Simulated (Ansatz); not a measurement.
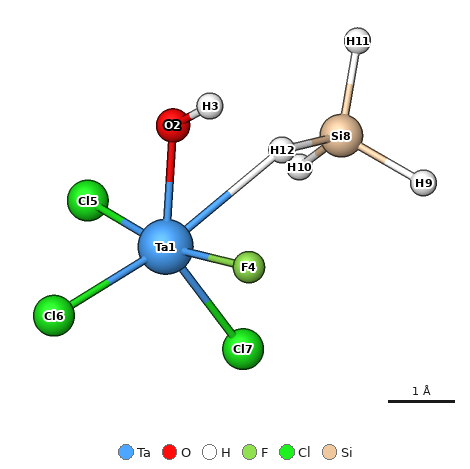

Figure 1. The input geometry (ball-and-stick view, seen at a tilt; atoms are numbered from 1 in the order of the input). Sticks mark near contacts.

Geometry relaxation of TaSiH5Cl3OF (part 1 of 2)

The run: geometry relaxation of TaSiH5Cl3OF. Method and program: RHF/def2-SVP (Ansatz 0.2.0).

It belongs to a series of runs on one base structure; here: end point A relaxed. Figures and captions count atoms from 1; the log counts them from 0 in places.

### Input
```yaml
crystal:
  periodic: [false, false, false]
  atoms:
    - { symbol: Ta, position_ang: [-0.052459, 0.27651, -0.015975] }
    - { symbol: O, position_ang: [1.890939, 0.455181, -0.062785] }
    - { symbol: H, position_ang: [2.457581, 0.207559, 0.658588] }
    - { symbol: F, position_ang: [0.225216, -0.411262, 1.722319] }
    - { symbol: Cl, position_ang: [-0.089748, 0.703398, -2.316174] }
    - { symbol: Cl, position_ang: [-1.017661, 2.227743, 0.672405] }
    - { symbol: Cl, position_ang: [-1.713811, -1.356811, -0.215605] }
    - { symbol: Si, position_ang: [1.416844, -2.907718, -1.385838] }
    - { symbol: H, position_ang: [0.992646, -4.007367, -0.494988] }
    - { symbol: H, position_ang: [0.5158, -2.793876, -2.54847] }
    - { symbol: H, position_ang: [2.813459, -3.111604, -1.82743] }
    - { symbol: H, position_ang: [1.387492, -1.642553, -0.630147] }
basis:
  gaussian: { orbitals: def2-SVP }
hamiltonian:
  xc: hf
relax:
  f_tol: 0.03
  max_steps: 50
output:
  orbitals: {}
```

Hardware: 4 threads of Arm Neoverse V2, 24 GiB of memory available, shared host.

Launched with:
```bash
ansatz run input.yaml --threads 4 --pin off --max-ram 5120MiB --backend cpu --events-out ev --progress --plain --runs-dir out
```

### What the program printed
```
The last accepted step is kept in [file] (removed where the run ends without a failure and the disk answers)
Engine: ansatz 0.2.0, aarch64-unknown-linux-gnu
Functional definition: HF
  exchange = exact_x
  correlation = 0
1597 factors; integrals over basis functions are off by at most 4.1e-4 eV
mean field evaluation 1: about -51710.6745 eV, gradient 5.8e1 eV
mean field evaluation 2: about -51710.8607 eV, gradient 5.9e1 eV
mean field evaluation 4: about -51718.6066 eV, gradient 4.3e0 eV
mean field evaluation 8: about -51718.7032 eV, gradient 4.9e-1 eV
mean field -51718.70453762 eV, -1900.6273355605 hartree, gradient 1.8e-5 eV, S^2 0.000000; 0 other end points of the search recorded, 0 dependent functions left out
the calculation of the forces begins
reference -51718.70453762 eV, -1900.6273355605 hartree; 50, 50 occupied and 107, 107 virtual orbitals, 1597 factors
relax step   1: F+E_penalty+E_count = -51718.70453762 eV  Δ(F+E_penalty+E_count) = +0.000e0 eV  max|allowed force component| = 1.921e0 eV/Å  Δτ_max = 0.0000 Å  (40 SCF iters, accepted)
these checks for a lower state are left out or cut short: starts, cluster_reference, orbital_swaps, neighbouring_geometries, increment
1597 factors; integrals over basis functions are off by at most 4.0e-4 eV
mean field evaluation 16: about -51718.5512 eV, gradient 1.4e0 eV
mean field -51718.87961441 eV, -1900.6337695139 hartree, gradient 2.2e-5 eV, S^2 0.000000; 0 other end points of the search recorded, 0 dependent functions left out
[... from here on the field's lines of each further geometry are left out, up to the last ...]
relax step   2: F+E_penalty+E_count = -51718.87961441 eV  Δ(F+E_penalty+E_count) = -1.751e-1 eV  max|allowed force component| = 7.203e-1 eV/Å  Δτ_max = 0.1948 Å  (38 SCF iters, accepted)
relax step   3: F+E_penalty+E_count = -51718.94490065 eV  Δ(F+E_penalty+E_count) = -6.529e-2 eV  max|allowed force component| = 5.519e-1 eV/Å  Δτ_max = 0.1695 Å  (39 SCF iters, accepted)
relax step   4: F+E_penalty+E_count = -51718.98768942 eV  Δ(F+E_penalty+E_count) = -4.279e-2 eV  max|allowed force component| = 4.959e-1 eV/Å  Δτ_max = 0.1892 Å  (40 SCF iters, accepted)
relax step   5: F+E_penalty+E_count = -51719.02314078 eV  Δ(F+E_penalty+E_count) = -3.545e-2 eV  max|allowed force component| = 3.161e-1 eV/Å  Δτ_max = 0.2000 Å  (39 SCF iters, accepted)
relax step   6: F+E_penalty+E_count = -51719.04864793 eV  Δ(F+E_penalty+E_count) = -2.551e-2 eV  max|allowed force component| = 3.417e-1 eV/Å  Δτ_max = 0.1643 Å  (41 SCF iters, accepted)
relax step   7: F+E_penalty+E_count = -51719.08309953 eV  Δ(F+E_penalty+E_count) = -3.445e-2 eV  max|allowed force component| = 2.570e-1 eV/Å  Δτ_max = 0.1907 Å  (40 SCF iters, accepted)
relax step   8: F+E_penalty+E_count = -51719.10664467 eV  Δ(F+E_penalty+E_count) = -2.355e-2 eV  max|allowed force component| = 3.426e-1 eV/Å  Δτ_max = 0.1915 Å  (40 SCF iters, accepted)
relax step   9: F+E_penalty+E_count = -51719.11036497 eV  Δ(F+E_penalty+E_count) = -3.720e-3 eV  max|allowed force component| = 1.974e-1 eV/Å  Δτ_max = 0.1039 Å  (41 SCF iters, accepted)
relax step  10: F+E_penalty+E_count = -51719.11194733 eV  Δ(F+E_penalty+E_count) = -1.582e-3 eV  max|allowed force component| = 9.238e-2 eV/Å  Δτ_max = 0.0380 Å  (41 SCF iters, accepted)
relax step  11: F+E_penalty+E_count = -51719.11309277 eV  Δ(F+E_penalty+E_count) = -1.145e-3 eV  max|allowed force component| = 4.913e-2 eV/Å  Δτ_max = 0.0269 Å  (42 SCF iters, accepted)
relax step  12: F+E_penalty+E_count = -51719.11463256 eV  Δ(F+E_penalty+E_count) = -1.540e-3 eV  max|allowed force component| = 5.004e-2 eV/Å  Δτ_max = 0.0645 Å  (41 SCF iters, accepted)
relax step  13: F+E_penalty+E_count = -51719.11630545 eV  Δ(F+E_penalty+E_count) = -1.673e-3 eV  max|allowed force component| = 1.549e-1 eV/Å  Δτ_max = 0.1968 Å  (40 SCF iters, accepted)
relax step  14: F+E_penalty+E_count = -51719.11724227 eV  Δ(F+E_penalty+E_count) = -9.368e-4 eV  max|allowed force component| = 8.366e-2 eV/Å  Δτ_max = 0.0374 Å  (41 SCF iters, accepted)
relax step  15: F+E_penalty+E_count = -51719.11773548 eV  Δ(F+E_penalty+E_count) = -4.932e-4 eV  max|allowed force component| = 3.935e-2 eV/Å  Δτ_max = 0.0284 Å  (41 SCF iters, accepted)
relax step  16: F+E_penalty+E_count = -51719.11821290 eV  Δ(F+E_penalty+E_count) = -4.774e-4 eV  max|allowed force component| = 3.181e-2 eV/Å  Δτ_max = 0.0827 Å  (40 SCF iters, accepted)
relax step  17: F+E_penalty+E_count = -51719.11828319 eV  Δ(F+E_penalty+E_count) = -7.029e-5 eV  max|allowed force component| = 4.000e-2 eV/Å  Δτ_max = 0.0270 Å  (41 SCF iters, accepted)
relax step  18: F+E_penalty+E_count = -51719.11858721 eV  Δ(F+E_penalty+E_count) = -3.040e-4 eV  max|allowed force component| = 3.968e-2 eV/Å  Δτ_max = 0.0355 Å  (40 SCF iters, accepted)
the calculation of the forces begins
reference -51719.11893073 eV, -1900.6425642265 hartree; 50, 50 occupied and 107, 107 virtual orbitals, 1597 factors
relax step  19: F+E_penalty+E_count = -51719.11893073 eV  Δ(F+E_penalty+E_count) = -3.435e-4 eV  max|allowed force component| = 2.493e-2 eV/Å  Δτ_max = 0.0098 Å  (41 SCF iters, accepted)
1597 factors; integrals over basis functions are off by at most 3.8e-4 eV
mean field evaluation 192: about -51719.1189 eV, gradient 2.3e-5 eV
```

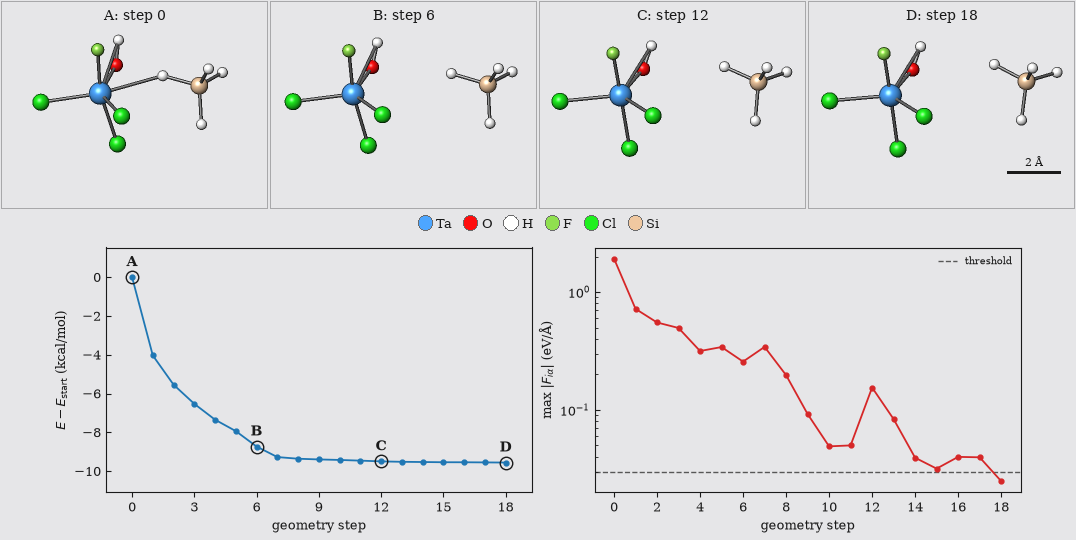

Figure 2. Frames of the relaxation (ball-and-stick view, seen at a tilt) above the curves, on which the letters mark them (the first geometry is step 0 here and step 1 in the log).

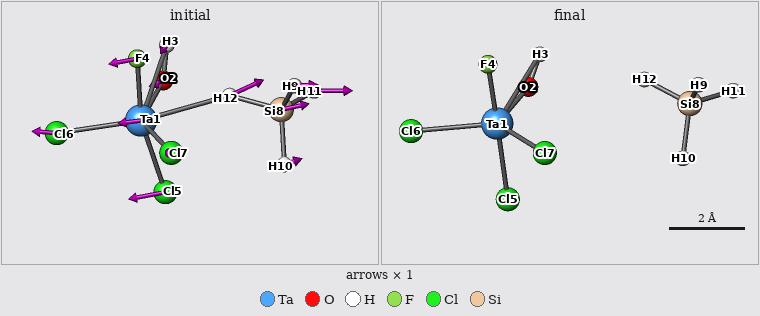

Figure 3. Before (left) and after (right) the relaxation, at one scale (ball-and-stick view, seen at a tilt). The pink arrows give the displacements, at true length. H11 moves most after the best rigid fit: 1.08 Å. By element the largest moves are H 1.08 Å, Cl 1.02 Å, F 0.80 Å, Si 0.78 Å, Ta 0.64 Å, O 0.47 Å. Distances before and after: Ta1–H12 2.477 → 4.127 Å, Ta1–O2 1.952 → 1.844 Å, Ta1–H3 2.600 → 2.655 Å, Ta1–Cl6 2.283 → 2.317 Å. Among the angles that change: O2–Ta1–Cl7 140.3° → 118.7°, Ta1–O2–H3 123.5° → 142.0°, H3–Ta1–Cl7 133.6° → 116.1°. The energy falls by 9.56 kcal/mol in 18 geometry steps. The largest force component goes from 1.9 to 0.025 eV/Å. (Atoms are counted from 1 in the order of the input.)

```
mean field -51719.11893073 eV, -1900.6425642265 hartree, gradient 1.6e-5 eV, S^2 0.000000; 1 other end points of the search recorded, 0 dependent functions left out
the calculation of the forces begins
reference -51719.11893073 eV, -1900.6425642265 hartree; 50, 50 occupied and 107, 107 virtual orbitals, 1597 factors
Total energy: -51719.11893073 eV, -1900.6425642265 hartree
Atom 0 at    -0.293973     0.833486     0.203861 Å, force    -0.022030     0.005585    -0.009788 eV/Å
Atom 1 at     1.538825     0.702241     0.050855 Å, force    -0.013909     0.011204    -0.009285 eV/Å
Atom 2 at     2.307559     0.409455     0.520518 Å, force     0.022166    -0.006011     0.008723 eV/Å
Atom 3 at    -0.172431     0.220488     1.984049 Å, force    -0.001449    -0.001964    -0.003590 eV/Å
Atom 4 at    -0.540132     1.586056    -2.012393 Å, force     0.007496     0.000205    -0.008069 eV/Å
Atom 5 at    -1.169523     2.813032     1.029765 Å, force     0.002913    -0.008960     0.011452 eV/Å
Atom 6 at    -1.585863    -1.041824    -0.245417 Å, force     0.006070     0.003141     0.009802 eV/Å
Atom 7 at     1.745051    -3.579690    -1.599233 Å, force     0.008292    -0.024929     0.018532 eV/Å
Atom 8 at     1.126123    -4.604097    -0.727212 Å, force     0.000899     0.008734    -0.010372 eV/Å
Atom 9 at     0.799106    -3.185592    -2.666023 Å, force     0.001469     0.004877    -0.000509 eV/Å
Atom 10 at     2.983907    -4.123765    -2.203056 Å, force    -0.011536     0.010864     0.007982 eV/Å
Atom 11 at     2.087650    -2.390590    -0.779814 Å, force    -0.000382    -0.002745    -0.014878 eV/Å
Dipole moment:     0.544452    -0.143467     0.142521 e Å
```

### Trajectory as extended XYZ (Å, eV, eV/Å), 19 frames, from step=1 to step=19
```
12
Properties=species:S:1:pos:R:3:forces:R:3 step=1 energy=-51718.70454
Ta   -0.0525    0.2765   -0.0160    1.9208   0.2474   0.1189
O     1.8909    0.4552   -0.0628   -1.8114   0.3902   0.3395
H     2.4576    0.2076    0.6586   -0.0522   0.0272  -0.0987
F     0.2252   -0.4113    1.7223    0.0491   0.0590  -0.0972
Cl   -0.0897    0.7034   -2.3162   -0.0190  -0.0217  -0.0009
Cl   -1.0177    2.2277    0.6724    0.0293  -0.0136   0.0135
Cl   -1.7138   -1.3568   -0.2156   -0.0234   0.0108  -0.0708
Si    1.4168   -2.9077   -1.3858    0.0441  -0.4253  -0.2403
H     0.9926   -4.0074   -0.4950   -0.0033   0.0118   0.0090
H     0.5158   -2.7939   -2.5485    0.0116  -0.0223   0.0039
H     2.8135   -3.1116   -1.8274    0.0043   0.0074   0.0128
H     1.3875   -1.6426   -0.6301   -0.1500  -0.2709   0.0104
12
Properties=species:S:1:pos:R:3:forces:R:3 step=2 energy=-51718.87961
Ta   -0.0239    0.3213    0.0055    0.1613   0.4052  -0.0623
O     1.8381    0.6303    0.0042    0.1100  -0.5083   0.7203
H     2.4281    0.2383    0.6564   -0.3043   0.4774  -0.5877
F     0.2501   -0.3918    1.7308    0.0727  -0.1127   0.0232
Cl   -0.0890    0.7129   -2.3024    0.0491   0.0235  -0.0966
Cl   -1.0171    2.2527    0.6941   -0.0543   0.0813   0.0371
Cl   -1.6844   -1.3213   -0.2324   -0.0457  -0.1070   0.0303
Si    1.4229   -2.9940   -1.4236   -0.0160  -0.0952  -0.0565
H     0.9980   -4.0711   -0.5105    0.0239  -0.1169  -0.0757
H     0.5210   -2.8478   -2.5799    0.0335  -0.1091  -0.0331
H     2.8327   -3.1460   -1.8429   -0.0323  -0.0742  -0.0118
H     1.3499   -1.7442   -0.6434    0.0019   0.1359   0.1129
12
Properties=species:S:1:pos:R:3:forces:R:3 step=3 energy=-51718.94490
Ta   -0.0634    0.4230    0.0451    0.3349   0.3097  -0.0369
O     1.8111    0.7060    0.0374   -0.3146  -0.4263   0.5519
H     2.4029    0.3916    0.7241   -0.2502   0.2643  -0.4866
F     0.2274   -0.3270    1.7545    0.0585   0.0236  -0.0520
Cl   -0.1092    0.8193   -2.2666    0.0238  -0.0578   0.0709
Cl   -1.0590    2.3552    0.7395    0.0142  -0.0222   0.0316
Cl   -1.7148   -1.2366   -0.1811    0.1097   0.0274  -0.0520
Si    1.4617   -3.1238   -1.4771    0.0404   0.0447   0.0406
H     1.0418   -4.2183   -0.5811   -0.0013  -0.0918  -0.0455
H     0.5661   -2.9943   -2.6405   -0.0107  -0.0687  -0.0462
H     2.8682   -3.2883   -1.9007   -0.0021  -0.0784  -0.0349
H     1.3936   -1.8678   -0.6976   -0.0025   0.0756   0.0592
12
Properties=species:S:1:pos:R:3:forces:R:3 step=4 energy=-51718.98769
Ta   -0.1130    0.5503    0.0960    0.2683   0.0968  -0.0180
O     1.7603    0.7975    0.0780   -0.1597  -0.3631   0.4959
H     2.3679    0.5055    0.7613   -0.3183   0.2176  -0.4936
F     0.2041   -0.2358    1.7868   -0.0257   0.0935  -0.0759
Cl   -0.1389    0.9328   -2.2191   -0.0080  -0.0513   0.1287
Cl   -1.1094    2.4788    0.8047    0.0360  -0.0399   0.0285
Cl   -1.7401   -1.1328   -0.1435    0.1822   0.0954  -0.0570
Si    1.5135   -3.2658   -1.5320    0.0449   0.0909   0.0772
H     1.0955   -4.3819   -0.6593   -0.0127  -0.0372  -0.0035
H     0.6233   -3.1547   -2.7030   -0.0294  -0.0136  -0.0369
H     2.9150   -3.4505   -1.9642    0.0241  -0.0449  -0.0313
H     1.4480   -2.0042   -0.7496   -0.0016  -0.0441  -0.0142
12
Properties=species:S:1:pos:R:3:forces:R:3 step=5 energy=-51719.02314
Ta   -0.1677    0.6496    0.1324    0.3161  -0.1051   0.1111
O     1.6981    0.7919    0.0731    0.0297  -0.1205   0.2186
H     2.3410    0.5209    0.7198   -0.0856   0.0561  -0.1197
F     0.1165   -0.0692    1.8545   -0.0014  -0.0307   0.0429
Cl   -0.1589    1.0169   -2.1752   -0.1508   0.1553  -0.1448
Cl   -1.1325    2.5667    0.9046   -0.0888   0.1925  -0.0836
Cl   -1.6874   -1.0934   -0.1538   -0.0555  -0.1009  -0.0162
Si    1.5618   -3.3540   -1.5640   -0.0294  -0.0353  -0.0336
H     1.1307   -4.4827   -0.7072    0.0147   0.0253  -0.0093
H     0.6652   -3.2406   -2.7369    0.0267   0.0060   0.0320
H     2.9567   -3.5689   -2.0137   -0.0136  -0.0016   0.0080
H     1.5029   -2.0980   -0.7776    0.0378  -0.0411  -0.0052
12
Properties=species:S:1:pos:R:3:forces:R:3 step=6 energy=-51719.04865
Ta   -0.2092    0.7543    0.1761    0.3417  -0.2759   0.0638
O     1.6562    0.8248    0.1047   -0.0227  -0.0072   0.0353
H     2.3131    0.5542    0.7344   -0.0448   0.0069  -0.0303
F     0.0662    0.0411    1.9025   -0.0737   0.0344   0.0894
Cl   -0.2345    1.1547   -2.1276   -0.1125   0.1705  -0.1131
Cl   -1.1670    2.6851    0.9361   -0.0643   0.1570  -0.0405
Cl   -1.6795   -1.0249   -0.1307   -0.0452  -0.0663  -0.0031
Si    1.6145   -3.4690   -1.6083   -0.0320  -0.1013  -0.0684
H     1.1801   -4.6064   -0.7617    0.0166   0.0640   0.0032
H     0.7138   -3.3565   -2.7804    0.0339   0.0334   0.0537
H     3.0033   -3.7036   -2.0709   -0.0210   0.0252   0.0213
H     1.5695   -2.2146   -0.8183    0.0242  -0.0406  -0.0112
```
